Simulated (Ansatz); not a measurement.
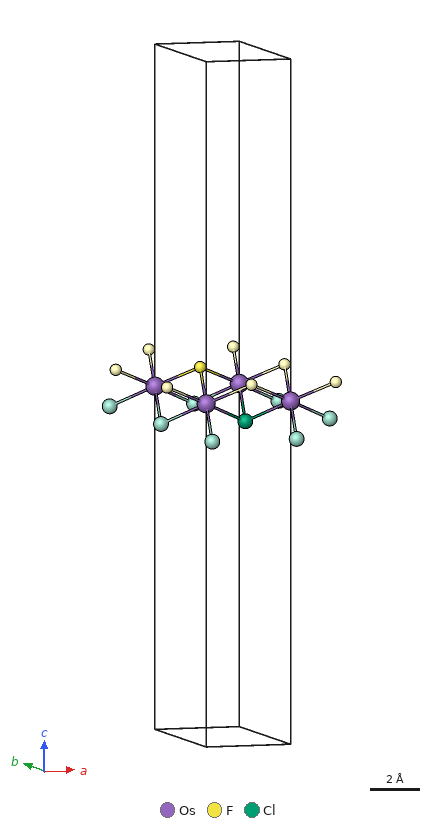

Ball-and-stick representation of a periodic structure, projected from the side at a slight tilt. The simulation cell is outlined; an atom on or near a face, edge or corner is repeated at each equivalent position. Neighbours across the faces are drawn wherever a bond reaches them, in fainter colours.

OsClF, a = 3.48 Å, b = 3.48 Å, c = 29.01 Å, α = 90.00°, β = 90.00°, γ = 120.00°.

All computed values are from DFT, r2SCANh, plane waves, PAW (Ansatz 0.2.0). Settings: a basis cut at 500 eV, a 6×6×1 k-point grid, no spin polarisation.

Predict the gap.

A semiconductor at this level, with a gap of 2.74 eV, indirect; the smallest direct gap is 3.09 eV.

Source of the structure: a structure type filled with these elements by a generator (whether the compound takes this form wasn't checked). Earlier steps of the study may have refined or changed the cell and positions. Ansatz was used for an electronic-structure calculation on it.
